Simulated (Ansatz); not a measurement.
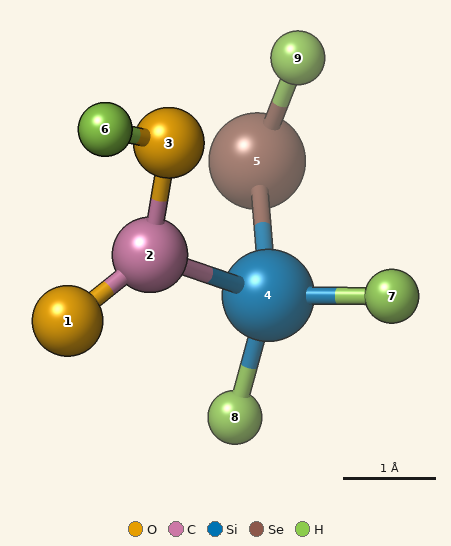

**Figure 1.** The input geometry (ball-and-stick view, seen at a tilt; atoms are numbered from 1 in the order of the input). Bond lengths as drawn: C–O 1.20 to 1.35 Å, C–Si 1.92 Å, H–O 0.97 Å, H–Se 1.47 Å, H–Si 1.48 Å and Se–Si 2.27 Å.

# Run report: CH$_{4}$O$_{2}$SeSi, single-point calculation

- system: CH$_{4}$O$_{2}$SeSi, SMILES O=C(O)[SiH2][SeH]
- method: RKS PBE-D4/def2-TZVPP (Ansatz 0.2.0)

The geometry comes from this level: PBE0-D4/def2-TZVP. Figures and captions count atoms from 1; the log counts them from 0 in places.

Output:
```
Functional definition: PBE
  name "PBE"
  cite "Perdew, Burke & Ernzerhof, Phys. Rev. Lett. 77, 3865 (1996) doi:10.1103/PhysRevLett.77.3865"
  parent pbe
  parameter kappa = 0.804
  parameter beta = 0.06672455060314922
  exchange = pbe_x(kappa = kappa, mu = beta*pi^2/3)
  correlation = pbe_c(beta = beta)
1393 factors; their error is unknown
mean field evaluation 1: about -78400.4922 eV, gradient 6.4e1 eV
mean field evaluation 2: about -78340.4206 eV, gradient 1.6e2 eV
mean field evaluation 4: about -78406.8467 eV, gradient 2.0e1 eV
mean field evaluation 8: about -78407.5277 eV, gradient 3.3e-1 eV
mean field evaluation 16: about -78407.4743 eV, gradient 3.1e-4 eV
mean field -78407.47426998 eV, -2881.4215329268 hartree, gradient 4.5e-5 eV, S^2 0.000000; 0 other end points of the search recorded, 0 dependent functions left out
the calculation of the forces begins
reference -78407.47430930 eV, -2881.4215343718 hartree; 37, 37 occupied and 202, 202 virtual orbitals, 1393 factors
Total energy: -78407.69460531 eV, -2881.4296301009 hartree
Atom 0 at     1.363136    -1.560670     0.803168 Å, force     0.450846    -1.135155     0.362409 eV/Å
Atom 1 at     0.893812    -0.520952     0.428117 Å, force    -0.488863     0.341901    -0.440556 eV/Å
Atom 2 at     1.343592     0.675194     0.850558 Å, force    -0.166656     0.836411    -0.121360 eV/Å
Atom 3 at    -0.559981    -0.367002    -0.821863 Å, force     0.059311     0.042313    -0.012512 eV/Å
Atom 4 at    -2.344518     0.662155     0.133443 Å, force    -0.362117    -0.126027     0.069189 eV/Å
Atom 5 at     2.064808     0.507923     1.479031 Å, force     0.370867    -0.096073     0.322608 eV/Å
Atom 6 at    -0.065568     0.367939    -2.011656 Å, force     0.053622     0.071006    -0.163697 eV/Å
Atom 7 at    -0.997156    -1.736056    -1.164890 Å, force    -0.056888    -0.150263    -0.038641 eV/Å
Atom 8 at    -1.609523     1.925168     0.286894 Å, force     0.139877     0.215887     0.022561 eV/Å
Dipole moment:     0.086076     0.339555    -0.030533 e Å
```

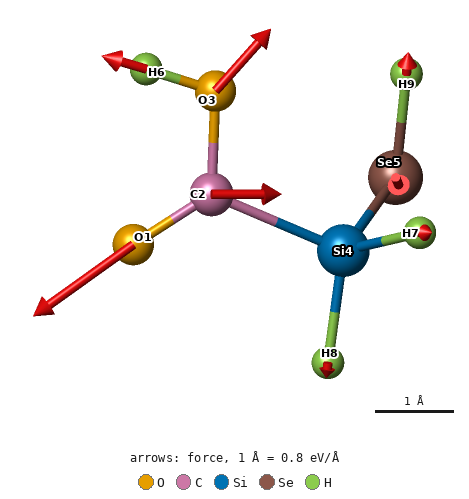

**Figure 2.** Forces on the atoms as red arrows (ball-and-stick view, seen at a tilt; atoms are numbered from 1 in the order of the input); the smallest are left out. The largest act on O1 (1.27 eV/Å); O3 (0.86 eV/Å); C2 (0.74 eV/Å); H6 (0.50 eV/Å), among others. The geometry is not a stationary point of this energy.

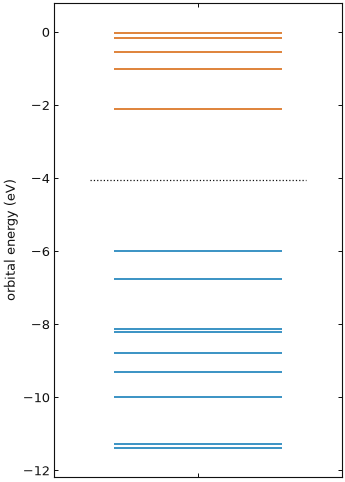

**Figure 3.** Orbital energies near the frontier; the dotted line parts filled from empty levels, and levels within 0.02 eV of each other stand side by side. Highest filled −6.00 eV, lowest empty −2.10 eV, 3.90 eV apart.

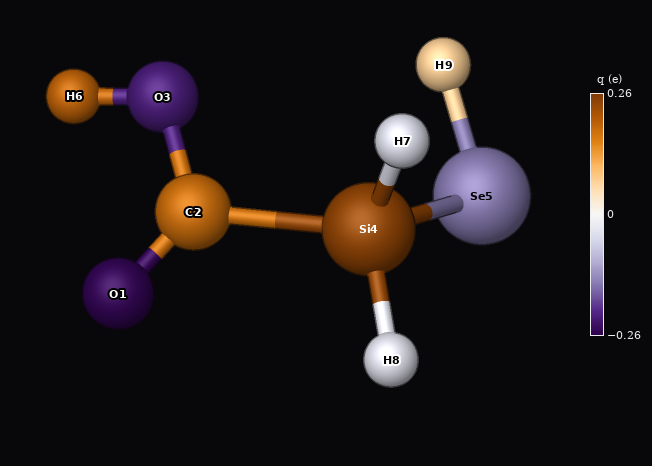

**Figure 4.** Mulliken charges, as the colour of each atom (ball-and-stick view, seen at a tilt; atoms are numbered from 1 in the order of the input). By element: O −0.25 to −0.22, C +0.18, Si +0.24, Se −0.14 and H −0.04 to +0.19 e.

The run was set up as follows.

Input:
```yaml
crystal:
  periodic: [false, false, false]
  atoms:
    - {symbol: O, position_ang: [1.363136, -1.560670, 0.803168]}
    - {symbol: C, position_ang: [0.893812, -0.520952, 0.428117]}
    - {symbol: O, position_ang: [1.343592, 0.675194, 0.850558]}
    - {symbol: Si, position_ang: [-0.559981, -0.367002, -0.821863]}
    - {symbol: Se, position_ang: [-2.344518, 0.662155, 0.133443]}
    - {symbol: H, position_ang: [2.064808, 0.507923, 1.479031]}
    - {symbol: H, position_ang: [-0.065568, 0.367939, -2.011656]}
    - {symbol: H, position_ang: [-0.997156, -1.736056, -1.164890]}
    - {symbol: H, position_ang: [-1.609523, 1.925168, 0.286894]}
basis:
  gaussian: {orbitals: def2-TZVPP}
hamiltonian: {xc: pbe, dispersion: d4}
output: {forces: true, orbitals: {seedname: orbitals}}
```

Launched with:
```bash
ansatz run in.yaml --threads 4 --pin off --events-out ev --progress --plain --max-ram 10444MiB
```

Results in brief:

```csv
quantity,value
outcome,converged
total energy,−78407.6946 eV
mean-field energy,−78407.4743 eV
dispersion energy,−0.2203 eV
SCF solution under orbital rotations,stable
HOMO,−6.00 eV
LUMO,−2.10 eV
largest force (length of the vector),1.274 eV/Å
dipole moment,1.69 D
hardware,"4 threads of Arm Neoverse V2, 23 GiB of memory available, shared host"
wall time,2.3 s (CPU time 8.2 s)
peak memory,0.32 GiB
```
